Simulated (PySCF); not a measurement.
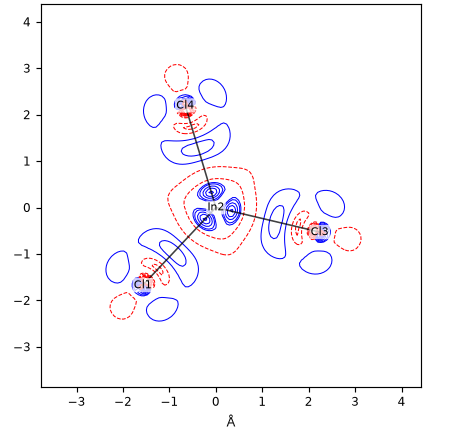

*Cl₃In, SMILES `Cl[In](Cl)Cl`. Deformation density (molecule less spherical, spin-averaged free atoms) in the molecular plane; contours at ±0.05 to ±0.8 e/Å³; solid blue lines: gain, dashed red lines: loss.*

Level of theory: ωB97X/def2-TZVP (PySCF), at a geometry from GFN2-xTB. Core potentials replace the inner electrons of In; spin–orbit coupling isn't included. No frequency check shows the geometry to be a minimum. GFN2-xTB bond lengths at metals and heavier atoms can be off by up to 0.1 Å and shapes distorted, which carries into these values.

The calculation's input:

```python
import numpy as np
from pyscf import gto, scf, dft
from pyscf.scf import atom_ks, atom_hf
from scipy.linalg import block_diag

def solve(mol, dm0=None, hcore=None):
    mf = (dft.UKS if mol.spin else dft.RKS)(mol, xc='wb97x')
    mf.grids.level = 3
    mf = mf.density_fit(auxbasis='def2-universal-jkfit')
    mf.conv_tol, mf.max_cycle = 1e-8, 80
    if hcore is not None:
        mf.get_hcore = lambda *args: hcore
    mf.kernel(dm0)
    if not mf.converged:
        mf = mf.newton().run(mf.mo_coeff, mf.mo_occ, max_cycle=30)
    assert mf.converged, 'SCF not converged'
    return mf

mol = gto.M(atom='''
Cl     1.71436    -1.52801     0.00000
In    -0.00032     0.00000     0.00000
Cl     0.46657     2.24843     0.00000
Cl    -2.18002    -0.72041     0.00000
''', basis='def2-tzvp', ecp={'In': 'def2-tzvp'}, charge=0, spin=0, verbose=4)
mf = solve(mol)
mf.analyze()
# spherically averaged free atoms, for the promolecule
atom_ks.AtomSphAverageRKS.init_guess_by_vsap = lambda self, mol=None: self.init_guess_by_minao(mol)  # core potentials
atm = atom_ks.get_atm_nrks(mol, xc='wb97x')
pro = block_diag(*[(atm[a[0]][2] * atm[a[0]][3]) @ atm[a[0]][2].T for a in mol._atom])
np.savez('result.npz', e=mf.e_tot, c=mf.mo_coeff, occ=mf.mo_occ, eps=mf.mo_energy, pro=pro, dip=mf.dip_moment(verbose=0), s2=mf.spin_square()[0])
```

Run with:

```sh
OMP_NUM_THREADS=1 python input.py
```

The run took 11 s on 1 thread of Intel(R) Xeon(R) 6975P-C (Granite Rapids), with other jobs on the host, peak memory 0.62 GiB.

Partitions, critical points and surface values were worked out afterwards from this run's density.

Question: How much density has each bond in this plane gained at its critical point, relative to the free atoms?

Answer: In2–Cl4, In2–Cl3 and Cl1–In2: +0.07 e/Å³ at the bond critical point (bond length 2.30 Å, Mayer order 1.1). In all, 1.1 electrons gather in the regions of gain relative to the promolecule. A small or negative value marks a very polar bond, one between electron-rich atoms, whose free-atom densities already overlap strongly, a long bond to a heavier atom, or a closed-shell contact such as a hydrogen bond.

Question: Where do the Hirshfeld charges lie?

Answer: The highest Hirshfeld charge is on In2 (+0.64 e), the lowest on Cl1, Cl3 and Cl4 (−0.21 e).

```tsv
atom	charge (e)
Cl1	−0.21
In2	+0.64
Cl3	−0.21
Cl4	−0.21
```
